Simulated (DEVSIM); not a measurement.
System: Co/SiO2/n-Si capacitor, at 250 K.

| layer (left to right) | material | thickness (nm) | Nd (cm⁻³) |
|---|---|---|---|
| 1 | SiO2 | 39.0 | - |
| 2 | Si | 6500 | 7.9e15 |

Metal gate on the left, work function 5 eV. Fixed charge at the semiconductor interface 0 cm⁻² (in units of +e); no interface traps.

This is a model device: material constants are rounded textbook-type values typed into the input, and sizes, dopings and lifetimes were drawn at random. Values at 300 K; Nc and Nv go as T^1.5, mobilities as T to minus their exponent, the gap by Varshni's rule with the affinity fixed.

| parameter | SiO2 | Si |
|---|---|---|
| gap (eV) | 9 | 1.124 |
| affinity (eV) | 0.9 | 4.05 |
| permittivity | 3.9 | 11.7 |
| Nc (cm⁻³) | - | 2.86e19 |
| Nv (cm⁻³) | - | 3.1e19 |
| Varshni α (eV/K) | - | 0.000473 |
| Varshni β (K) | - | 636 |

DEVSIM, 1D Poisson equation in equilibrium, Boltzmann statistics, complete ionisation; no quantum confinement or tunnelling. Metal contacts follow the ideal Schottky-Mott rule: no Fermi-level pinning, no interface dipoles.

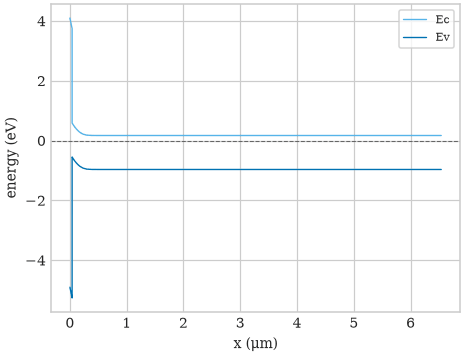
Figure: Band edges at 0.0 V on the gate

Energies count from the Fermi level of the right contact; mesh points crowd at the junctions.

```csv
x (μm),Ec (eV),Ev (eV),n (cm⁻³),p (cm⁻³),field (V/cm)
0.000,4.100,-4.900,< 1e2,< 1e2,-93000
0.001779,4.083,-4.917,< 1e2,< 1e2,-93000
0.006119,4.043,-4.957,< 1e2,< 1e2,-93000
0.01729,3.939,-5.061,< 1e2,< 1e2,-93000
0.03299,3.793,-5.207,< 1e2,< 1e2,-93000
0.03726,3.753,-5.247,< 1e2,< 1e2,-93000
0.03900,0.587,-0.549,3.2e7,2.0e8,-51000
0.04205,0.577,-0.559,5.0e7,1.3e8,-31000
0.04870,0.557,-0.579,1.3e8,5.0e7,-30000
0.06590,0.508,-0.628,1.3e9,5000000,-28000
0.1128,0.391,-0.745,2.9e11,22000,-22000
0.3005,0.182,-0.955,4.7e15,< 1e2,-2400
0.7164,0.171,-0.965,7.9e15,< 1e2,≈ 0
1.790,0.171,-0.965,7.9e15,< 1e2,≈ 0
4.832,0.171,-0.965,7.9e15,< 1e2,≈ 0
5.879,0.171,-0.965,7.9e15,< 1e2,≈ 0
6.284,0.171,-0.965,7.9e15,< 1e2,≈ 0
6.444,0.171,-0.965,7.9e15,< 1e2,≈ 0
6.513,0.171,-0.965,7.9e15,< 1e2,≈ 0
6.530,0.171,-0.965,7.9e15,< 1e2,≈ 0
6.536,0.171,-0.965,7.9e15,< 1e2,≈ 0
6.539,0.171,-0.965,7.9e15,< 1e2,≈ 0
```
